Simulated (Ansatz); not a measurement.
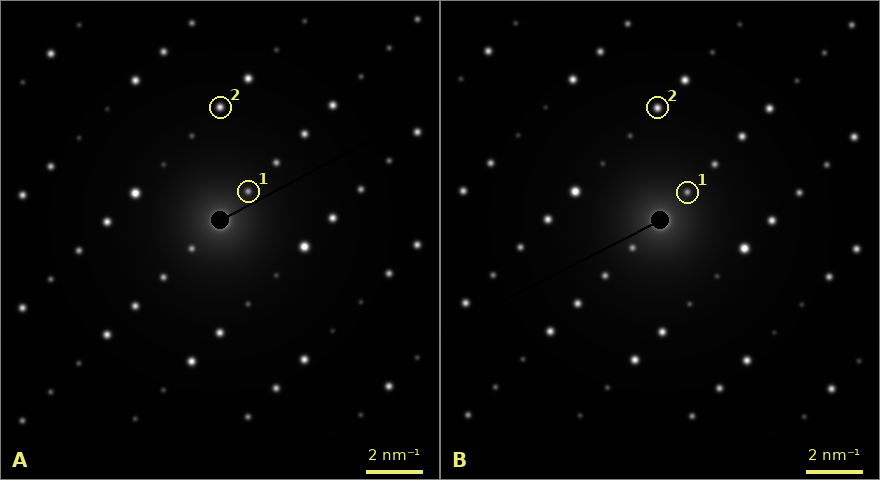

Kinematic electron diffraction patterns (300 kV, B = 0.5 Å², same scale) along [110] of the run's own cell, for the start and the end of one relaxation of Hg3F2 with DFT PBE, scalar-relativistic, plane waves, PAW (Ansatz). k mesh 12×12×6. The start is a generated model structure, and the relaxation ends in the nearest stationary point of its symmetry, not necessarily the ground state. Spot 1 is 0 0 -1 and spot 2 is -1 1 -2 in both.

Start structure:

```
Hg F
1.0
     4.08018    0.00000    0.00000
    -2.04009    3.53354    0.00000
     0.00000    0.00000    6.94207
Hg F
3 2
Cartesian
  0.0000 0.0000 0.0000
  0.0000 2.3557 5.1202
  2.0401 1.1778 1.8219
  0.0000 2.3557 2.6823
  2.0401 1.1778 4.2597
```

### Which pattern belongs to the start structure, and which to the relaxed one?

A is the start: its cell gives d(1) = 6.942 Å, d(2) = 2.476 Å and an angle of 44.5°. B is the relaxed structure, with d(1) = 7.146 Å (+2.9 %), d(2) = 2.493 Å (+0.7 %) and 45.8°.

### Summarise the relaxation behind the change.

The volume changed by -0.2 % to 19.98 Å³ an atom; the fractional coordinates hardly changed; the space group stayed P-3m1 (No. 164); the free energy fell by 1.9 meV an atom. Relaxed cell: a = 4.018 Å, b = 4.018 Å, c = 7.146 Å, α = 90.00°, β = 90.00°, γ = 120.00°.
